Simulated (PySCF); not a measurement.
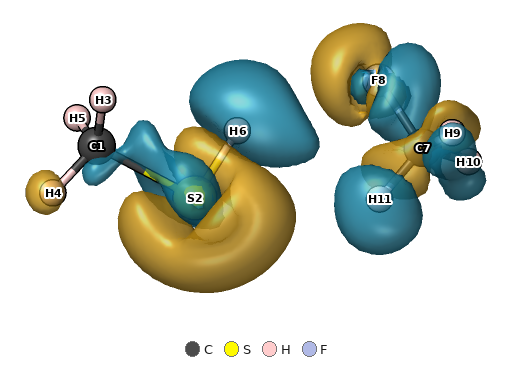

*C2H7FS, SMILES `CS.CF`. Density of the complex less the densities of the two fragments at the same geometry, ±0.001 e/Å³ (yellow: gain, teal: loss). Fragment A: H4CS (atoms 1–6); fragment B: H3CF.*

Level of theory: PBE0/def2-TZVP (PySCF), at a geometry from GFN2-xTB. GFN2-xTB bond lengths at metals and heavier atoms can be off by up to 0.1 Å and shapes distorted, which carries into these values.

Question: Which way does charge flow?

Answer: Hirshfeld charges show almost no net transfer (under 0.005 e). By Hirshfeld charges, electrons gather most on S2 (−0.013 e) and leave H6 most (+0.010 e); 0.04 e is displaced in all, which induces a dipole of 0.16 D.

Question: What is the interaction energy, and which contacts carry it?

Answer: The counterpoise-corrected interaction energy of the frozen fragments is −1.2 kcal/mol without dispersion correction and −2.0 kcal/mol with D3(BJ). The pair geometry is semi-empirical, not a minimum at this level. Contacts: H6···F8, hydrogen bond, 2.45 Å, ρ = 0.008 a.u.; S2···H11, weak C–H hydrogen bond, 3.02 Å, ρ = 0.005 a.u. The pose is a local one from a semi-empirical search, not shown to be the most stable.
